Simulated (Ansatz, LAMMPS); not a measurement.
# Relaxing a frame of liquid N-methylformamide from 298 K (180 atoms)

How does a frame of liquid N-methylformamide from 298 K (180 atoms) relax, and what do bonds, charges and levels look like afterwards?

Method: Kohn-Sham DFT, r2SCAN+D4, PAW (set soft_2), plane waves, in Ansatz 0.2.0.

### 1. The structure

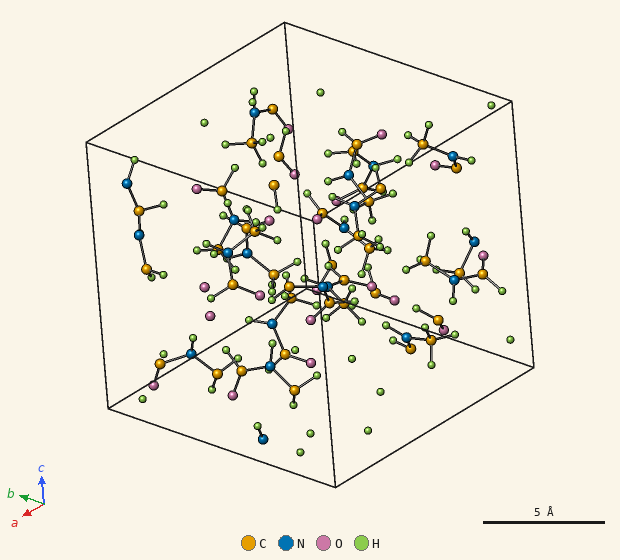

The starting structure, seen from a free direction (carbon orange, nitrogen blue, oxygen pink, hydrogen green). Bonds to atoms that aren't drawn are left out. Some periodic images of atoms are drawn too.

The cell holds 180 atoms: 40 C, 20 N, 20 O and 100 H. Its edges and angles: a = 12.509 Å, b = 12.509 Å, c = 12.509 Å, α = 90.0°, β = 90.0°, γ = 90.0°. 20 N-methylformamide placed at random, at 1 g/cm³; overlaps pushed apart, then 10 ps at 398 K with MMFF94 bonds, angles, torsions, charges and radii (Halgren, J. Comput. Chem. 17, 490 (1996)) in harmonic and 12-6 forms. Snapshot after 20 ps at 298 K and fixed volume. The starting density is a measured one.

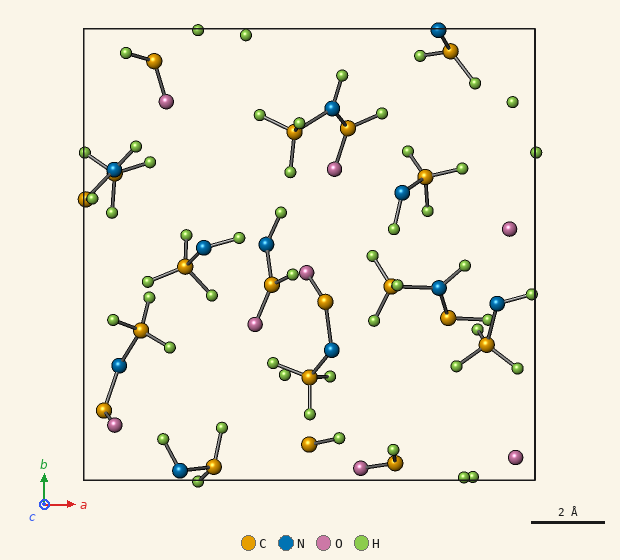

A slice 6 Å thick through the middle of the cell. Bonds to atoms that aren't drawn are left out.

Limits known from the start: The network of contacts between molecules at the start is that of the classical potential that made the cell. Only the Γ point is sampled, in a cell whose shortest periodic width is 13 Å.

### 2. The classical run that made the cell

A classical potential makes the cell, at a small fraction of what the same run would cost in DFT.

This step: classical MD, MMFF94 bonds, angles, torsions, charges and radii (Halgren, J. Comput. Chem. 17, 490 (1996)) in harmonic and 12-6 forms (LAMMPS 22 Jul 2025 - Update 4).

The input, in.lmp:

```
# liquid N-methylformamide
units real
atom_style full
boundary p p p
bond_style harmonic
angle_style harmonic
dihedral_style opls
improper_style harmonic
special_bonds lj 0 0 0.5 coul 0 0 0.75
read_data data.lmp
neigh_modify delay 0 every 1 check yes one 4000
comm_modify cutoff 12.0
timestep 0.5
thermo_style custom step time temp pe press density
thermo_modify norm yes
# push overlapping molecules apart
pair_style soft 2.6
pair_coeff * * 0.0
variable a equal ramp(1,60)
fix ad all adapt 1 pair soft a * * v_a
velocity all create 398 862194 mom yes dist gaussian
fix lim all nve/limit 0.03
fix lan all langevin 398 398 50 862195 zero yes
thermo 1000
run 3000 post no
unfix ad
pair_style lj/cut/coul/long 9.0
pair_modify mix arithmetic tail yes
pair_coeff 1 1 0.0678 3.3680   # C
pair_coeff 2 2 0.0721 3.3270   # N
pair_coeff 3 3 0.0678 3.4070   # C
pair_coeff 4 4 0.0763 2.9870   # O
pair_coeff 5 5 0.0216 2.5400   # H
pair_coeff 6 6 0.0100 1.2000   # H
# [... 18 lines left out ...]
compute msd all msd com yes
thermo 5000
fix md all nvt temp 298 298 100
run 20000 post no
print "== T298: mean square displacement over the hold $(c_msd[4]:%.2f) A^2"
unfix md
uncompute msd
write_dump all custom T298.dump id type xs ys zs modify sort id
```

Launch:

```sh
$ lmp -in in.lmp -log none -nocite
```

The log of the run:

```text
LAMMPS (22 Jul 2025 - Update 4)
Reading data file ...
  orthogonal box = (0 0 0) to (12.50867 12.50867 12.50867)
  180 atoms
  orthogonal box = (0 0 0) to (12.50867 12.50867 12.50867)
  160 bonds
  240 angles
  200 dihedrals
  20 impropers
   Step          Time           Temp          PotEng         Press         Density
         0   0              398            0.10042671     7302.2194      1.0023004
      1000   500            360.02497      1.0945177      14063.314      1.0023004
      2000   1000           390.36966      1.0024911      19132.229      1.0023004
      3000   1500           403.09804      1.069419       10625.184      1.0023004
[... 29 lines left out ...]
Loop time of 16.956 s on 1 MPI rank(s) for 10000 steps with 180 atoms
   Step          Time           Temp          PotEng         Press         Density
[... 4 lines left out ...]
Loop time of 10.7563 s on 1 MPI rank(s) for 5000 steps with 180 atoms
   Step          Time           Temp          PotEng         Press         Density
[... 2 lines left out ...]
     25000   24000          284.07267     -3.8417244      1612.4529      1.0023004
     30000   29000          297.96882     -3.8682126      5328.3291      1.0023004
     35000   34000          323.31085     -3.8736691      11074.511      1.0023004
     37000   36000          323.66325     -3.8309138      2165.0018      1.0023004
Loop time of 44.0078 s on 1 MPI rank(s) for 20000 steps with 180 atoms
== T298: mean square displacement over the hold 18.85 A^2
```

Wall time 77 s (1 thread of Intel Xeon at 2.80GHz (Skylake/Cascade Lake), shared host); peak memory 0.64 GiB.

The input also reads data.lmp (atoms, bonds and types; not printed here).

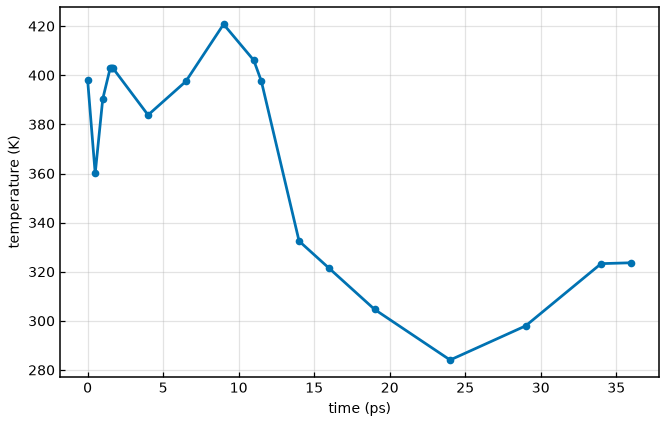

Temperature, plotted against time.

### 3. Single point at the start

The forces at the start show how far the geometry lies from a minimum of this functional.

The input, input.yaml:

```yaml
crystal:
  lattice:
    - [12.50867, 0.0, 0.0]
    - [0.0, 12.50867, 0.0]
    - [0.0, 0.0, 12.50867]
  atoms:
    - { symbol: C, position: [0.95357, 0.82953, 0.77208] }
    - { symbol: "N", position: [0.90499, 0.9197, 0.82634] }
    - { symbol: C, position: [0.9082, 0.02023, 0.78764] }
    - { symbol: O, position: [0.95712, 0.05011, 0.70783] }
    - { symbol: H, position: [0.95045, 0.83744, 0.6853] }
    - { symbol: H, position: [0.90766, 0.75934, 0.79625] }
    - { symbol: H, position: [0.03449, 0.83067, 0.80212] }
    - { symbol: H, position: [0.86626, 0.91313, 0.89966] }
    - { symbol: H, position: [0.87203, 0.07394, 0.836] }
    - { symbol: C, position: [0.65662, 0.81572, 0.03042] }
    - { symbol: "N", position: [0.66546, 0.9185, 0.07903] }
    - { symbol: C, position: [0.75846, 0.9757, 0.06637] }
    - { symbol: O, position: [0.83806, 0.93776, 0.03278] }
    - { symbol: H, position: [0.73146, 0.77621, 0.01693] }
    - { symbol: H, position: [0.61395, 0.82127, 0.95269] }
    - { symbol: H, position: [0.6097, 0.76087, 0.084] }
    - { symbol: H, position: [0.60204, 0.96423, 0.09686] }
    - { symbol: H, position: [0.75768, 0.05986, 0.08698] }
    - { symbol: C, position: [0.64995, 0.47874, 0.06545] }
    - { symbol: "N", position: [0.67112, 0.56036, 0.14153] }
    - { symbol: C, position: [0.77601, 0.59218, 0.16113] }
    - { symbol: O, position: [0.85928, 0.5633, 0.11578] }
    - { symbol: H, position: [0.58552, 0.43264, 0.1058] }
    - { symbol: H, position: [0.71469, 0.42851, 0.05461] }
    - { symbol: H, position: [0.62382, 0.51837, 0.99059] }
    - { symbol: H, position: [0.61834, 0.59098, 0.19424] }
    - { symbol: H, position: [0.7815, 0.64994, 0.22574] }
    - { symbol: C, position: [0.22507, 0.47295, 0.58451] }
    - { symbol: "N", position: [0.2663, 0.51477, 0.68966] }
    - { symbol: C, position: [0.20757, 0.52147, 0.77729] }
    - { symbol: O, position: [0.11275, 0.49474, 0.77986] }
    - { symbol: H, position: [0.2276, 0.54255, 0.53565] }
    [... 142 atom lines left out ...]
    - { symbol: O, position: [0.74278, 0.44186, 0.75556] }
    - { symbol: H, position: [0.96149, 0.2473, 0.67115] }
    - { symbol: H, position: [0.87288, 0.33365, 0.57924] }
    - { symbol: H, position: [0.82613, 0.2522, 0.69483] }
    - { symbol: H, position: [0.99296, 0.41169, 0.73542] }
    - { symbol: H, position: [0.87145, 0.52746, 0.80705] }
kpoints:
  mp_grid: { grid: [1, 1, 1] }
hamiltonian:
  xc: r2scan
  dispersion: d4
scf:
  occupations: { method: gaussian, width: 0.025 }
output:
  forces: true
  stress: true
  populations: intrinsic
  dos:
    method: { smearing: { sigma: 0.15 } }
    de: 0.1
    projected: { site_lists: { C: [C], H: [H], "N": ["N"], O: [O] } }
  eigenvalues: true
```

Launch:

```sh
$ ansatz run input.yaml --threads 4 --pin off --max-ram 8192MiB --backend cpu --events-out ev --progress --plain --runs-dir out
```

The log of the run:

```text
Engine: ansatz 0.2.0, aarch64-unknown-linux-gnu
Pseudopotentials: kind: paw
Pseudopotential: C, paw, valence charge 4, recommended cutoff 500 eV (meta_gga), C.paw.azcp
Pseudopotential: N, paw, valence charge 5, recommended cutoff 500 eV (meta_gga), N.paw.azcp
Pseudopotential: O, paw, valence charge 6, recommended cutoff 500 eV (meta_gga), O.paw.azcp
Pseudopotential: H, paw, valence charge 1, recommended cutoff 500 eV (meta_gga), H.paw.azcp
[... 6 lines on functional and potentials left out ...]
Crystal: 180 atoms, lattice volume = 1957.192 Å³
Basis set: ecut = 500 eV, 49557 PW (Γ), exchange–correlation on 384×384×384 points (64 copies of the dense FFT grid, shifted against one another)
Bands: 420, of which v1, the nominal top of the filled ones, is band 240 counted from 1 (239 counted from 0)
Symmetry: 1 space group operations
Space group: P1 (ITA 1), of the structure as read, at distance tolerance 1.3e-4 Å
k-points: 1
[... 12 lines on functional and potentials left out ...]
Initial density: superposition of atomic densities (neutral atoms: chi_scale 0, normalization atom), corrected by the library's trained network
Initial wavefunctions: pseudopotential atomic-orbital guess
Functional: x = r2scan, c = r2scan; τ floored in thin density (d = 2e-4 eV/Å³)
SCF iter   1: F=—  HF=-30740.547659 eV  |F-HF|=—  |Δ(HF+E_count)|=         —  Δρ=1.06e-2  dr2=2.32e0  dr2_τ=1.52e1  ethr=1.77e-3  ⟨swp⟩=6.0  Hψ=1952  notcnv=0  defer=54
preconditioner: auto → Resta (q_TF=auto, 2.159 Å⁻¹)  ε∞=2.2  [insulator: Δε(μ)=4.948 eV  Ē_g=15.903 eV  σ=0.025 eV  W_gap=1.00  n_scr=340 (ndim 8)  ℏωp=17.6 eV  f_vac=0.256  D(μ)=0.00/eV (n_scr^D=0)  ε∞_Penn≈2.2]
SCF iter   2: F=—  HF=-30738.018011 eV  |F-HF|=—  |Δ(HF+E_count)|=    2.53e0  Δρ=5.13e-3  dr2=3.21e-1  dr2_τ=9.49e-2  ethr=4.83e-4  ⟨swp⟩=2.0  Hψ=735  notcnv=0  defer=168
SCF iter   3: F=—  HF=-30737.961541 eV  |F-HF|=—  |Δ(HF+E_count)|=   5.65e-2  Δρ=2.12e-3  dr2=9.03e-2  dr2_τ=6.35e-3  ethr=6.68e-5  ⟨swp⟩=3.0  Hψ=505  notcnv=0  defer=168
SCF iter   4: F=—  HF=-30737.953466 eV  |F-HF|=—  |Δ(HF+E_count)|=   8.08e-3  Δρ=6.72e-4  dr2=1.08e-2  dr2_τ=1.49e-3  ethr=1.88e-5  ⟨swp⟩=2.0  Hψ=588  notcnv=0  defer=171
SCF iter   5: F=—  HF=-30737.956487 eV  |F-HF|=—  |Δ(HF+E_count)|=   3.02e-3  Δρ=2.79e-4  dr2=1.80e-3  dr2_τ=1.88e-4  ethr=2.24e-6  ⟨swp⟩=2.0  Hψ=478  notcnv=0  defer=171
SCF iter   6: F=—  HF=-30737.957662 eV  |F-HF|=—  |Δ(HF+E_count)|=   1.18e-3  Δρ=1.47e-4  dr2=4.14e-4  dr2_τ=5.23e-5  ethr=3.75e-7  ⟨swp⟩=2.0  Hψ=489  notcnv=0  defer=171
SCF iter   7: F=—  HF=-30737.957939 eV  |F-HF|=—  |Δ(HF+E_count)|=   2.77e-4  Δρ=5.87e-5  dr2=6.77e-5  dr2_τ=9.40e-6  ethr=8.63e-8  ⟨swp⟩=2.0  Hψ=489  notcnv=0  defer=171
SCF iter   8: F=—  HF=-30737.958216 eV  |F-HF|=—  |Δ(HF+E_count)|=   2.77e-4  Δρ=1.74e-5  dr2=6.37e-6  dr2_τ=5.64e-7  ethr=1.41e-8  ⟨swp⟩=2.0  Hψ=649  notcnv=0  defer=171
SCF iter   9: F=—  HF=-30737.958233 eV  |F-HF|=—  |Δ(HF+E_count)|=   1.68e-5  Δρ=1.05e-5  dr2=2.25e-6  dr2_τ=2.88e-7  ethr=1.33e-9  ⟨swp⟩=2.0  Hψ=489  notcnv=0  defer=171
SCF iter  10: F=—  HF=-30737.958234 eV  |F-HF|=—  |Δ(HF+E_count)|=   1.50e-6  Δρ=3.47e-6  dr2=2.61e-7  dr2_τ=3.20e-8  ethr=4.69e-10  ⟨swp⟩=2.0  Hψ=489  notcnv=0  defer=171
SCF iter  11: F=-30737.958235 eV  HF=-30737.958235 eV  |F-HF|=8.81e-8  |Δ(HF+E_count)|=   3.99e-7  Δρ=1.28e-6  dr2=3.84e-8  dr2_τ=4.75e-9  ethr=2.08e-11  ⟨swp⟩=15.0  Hψ=2994  notcnv=0
SCF 1 converged in 11 iterations: F = -30737.958235 eV  dr2 = 3.84e-8
  greatest PAW one-centre occupation: 0.885 electrons in one spin orbital (limit 2), on the O atom at site 12 (counted from 0), in its partial waves of l = 0
SCF converged after 11 iterations
Free energy (F): -30737.958235 eV
Harris-Foulkes:  -30737.958235 eV  (|F-HF|=8.81e-8)
Internal energy: -30737.958235 eV  (E = F + TS)
E sigma→0 (E₀):  -30737.958235 eV
Fermi energy:    1.082212 eV
--- Per-component energies (eV) ---
  E_band       = -4411.183975
  E_kinetic    = 11199.471792
  E_local      = -36809.658892  (includes V_loc(G=0)·N_el)
  E_nonlocal   = 3111.743190
  E_hartree    = 13393.058136
  E_xc         = -5410.063992
  E_vxc        = -7676.670879  (∫ρ·V_xc dr)
  E_paw        = -9890.642389  (= ΣΔE_a)
  E_vpaw       = -1503.961359  (= ΣTr[D̂ρ^β])
  E_aug_tail   = -0.027485  (compensation charges beyond the density's cutoff)
  E_vtau       = 481.806526  (kinetic-family band-sum trace: ∫τ·v_τ [+ j·A + Jᵃ·Aᵃ] dr)
  E_ewald      = -6326.014864
  E_disp       = -3.602671  (pairwise vdW)
  E_core_change = -2.221060  (= ΣΔE_core)
  E_smearing   = -0.000000  (= −TS)
  E_closure    = -0.000000  (closes the sum)
  Σ components = -30737.958235   (vs F -30737.958235, Δ=0.00e0)
--- Forces (eV/Å), atoms counted from 1 ---
  atom   1  C     -0.55142603     0.32457416     0.75975734
  atom   2  N     -0.99011845     1.51068653    -0.39753086
  atom   3  C      1.63707036    -3.21945883    -0.22986761
  atom   4  O      0.38897270    -0.03824932    -0.98010364
  atom   5  H      0.02297909     0.15106743     0.16263934
  atom   6  H      0.43999490    -0.10617535    -0.09838514
  atom   7  H      0.57391442    -0.82722516    -0.30747765
  atom   8  H      0.46809409    -0.29130159    -0.96920645
  atom   9  H     -1.86404132     2.36282073     2.16266320
  atom  10  C     -2.18940041    -1.27392797     0.08572030
  atom  11  N      2.22912441     1.79447245    -0.31964296
  atom  12  C     -4.33322100     0.36558265     1.29923077
  atom  13  O      3.33233851    -1.55038218    -1.47368890
  atom  14  H      0.65753280     0.21527651     0.03841970
[...]
atom 179  H      0.55769613     0.51120119     0.27398693
  atom 180  H      0.10551770    -0.23523085     0.00273564
  max |Σ_I F_I| component: 9.95e-5 eV/Å
--- Stress (GPa, compression-positive) ---
        0.010038       0.323207      -0.451839
        0.323207      -0.489608       0.444484
       -0.451839       0.444484       1.254714
  P = ⅓ Tr σ = 0.2584 GPa (2.584 kbar)
--- Band table (eV) ---
  k-point 0: bands = ["-24.4125", "-23.3369", "-23.2878", "-23.2077", [... 404 levels ...], "11.2960", "11.3248", "11.3528", "11.3785", "11.4017", "11.4314", "11.4839", "11.5002", "11.5245", "11.5325", "11.5820", "11.6432"]
--- intrinsic populations: 180 sites ---
  site symbol       q [e]
     0      C      4.4108
     1      N      5.3094
     2      C      3.7594
[...]
179      H      0.8626
  spilling = 0.000000 (of n_electrons = 480.000000)
```

The job ended after 77 s (4 threads of Arm Neoverse V2, shared host; peak memory 5.4 GiB; 5 min of CPU time).

In the SCF lines HF is the Harris–Foulkes energy and dr2 the Hartree energy of the density residual, in eV; the loop may stop once dr2 is under the threshold and the program's other checks hold. Hψ counts applications of the Hamiltonian.

Numbers from this run:

- free energy: -30737.9582 eV
- free energy per atom: -170.7664 eV/atom
- SCF cycles: 11
- pressure: 0.2584 GPa
- r.m.s. force component: 1.04 eV/Å
- longest force: 4.539 eV/Å
- Fermi energy: 1.082 eV
- gap (highest filled to lowest empty level): 4.47 eV

The r.m.s. force component of 1.0 eV/Å and the pressure of 0.26 GPa set the starting point.

Neighbours are counted within 1.34 Å (H-C), 1.27 Å (H-N), 1.79 Å (C-N), 1.68 Å (C-O).

Length of the force by element and coordination:

```csv
element,coordination,atoms,mean length of the force (eV/Å),spread,least,most
C,all,40,2.29,1.03,0.313,4.54
C,3,20,2.51,1.09,0.609,4.54
C,4,20,2.07,0.910,0.313,3.43
H,all,100,1.04,0.554,0.149,3.71
N,all,20,2.32,0.928,1.16,4.46
O,all,20,1.57,0.964,0.223,3.96
```

[end of part 1 of 2]

[Logs are printed without paths, hosts, clocks, repeated set-up lines and the standing remarks that a program may print on its own settings, such as how far it seeks lower states.]

[Hosts, paths, dates, database ids (printed as entryN), source tags and the programs' standing remarks are cut or masked in the printed files.]

[The MMFF94 radii named for the starting cell were scaled by 0.96; in molecules described by MMFF94, hydrogen bound to N, O or S took a small fixed 12-6 site in their place.]
